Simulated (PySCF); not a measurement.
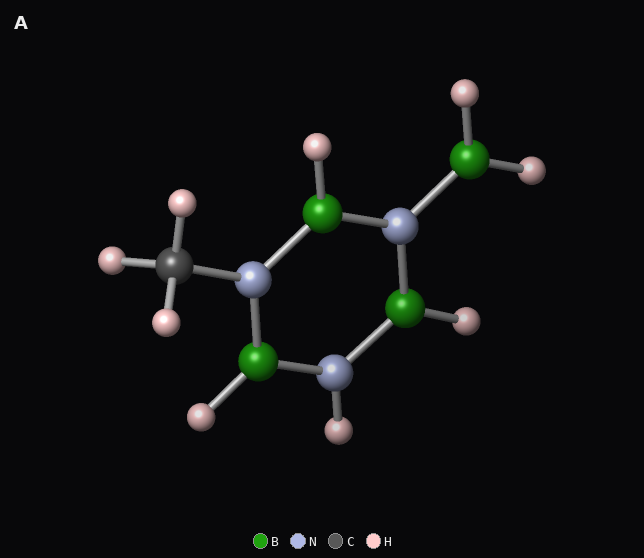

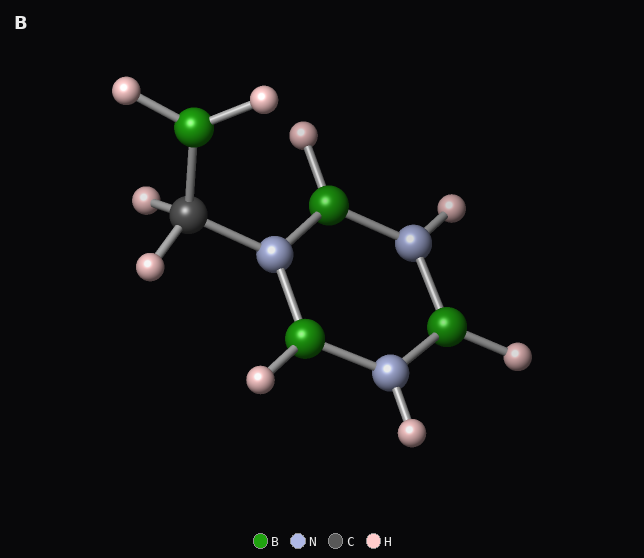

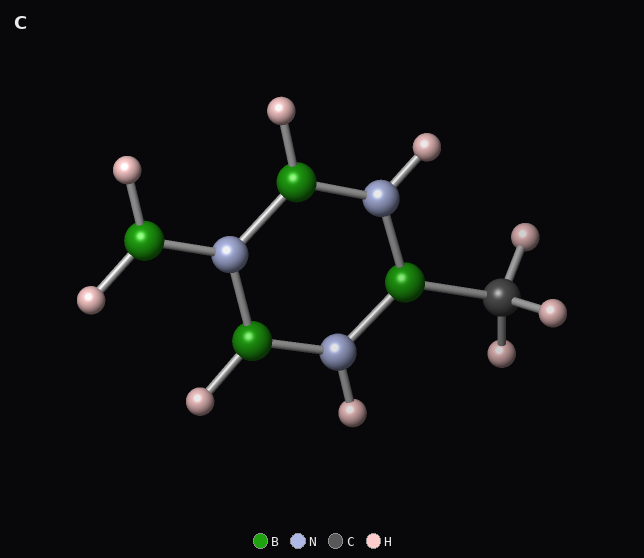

3 stationary structures of one formula. Geometries: GFN2-xTB. Electronic energies: PBE0/pcSseg-1 (PySCF 2.14.0), without zero-point energy. No frequency run is at hand to confirm each as a minimum. Each is one conformer, not always the lowest.

**Which structure is the most stable?**

C is lowest; A lies 0.813 eV above it, B lies 1.777 eV above it. A is `BN1BNBN(C)B1`, B is `BCN1BNBNB1`, C is `BN1BNB(C)NB1`.

The geometry is semi-empirical. Around B such bond lengths and angles can be off by a tenth of an ångström or more and by several degrees, and values that hang on the shape move with them.
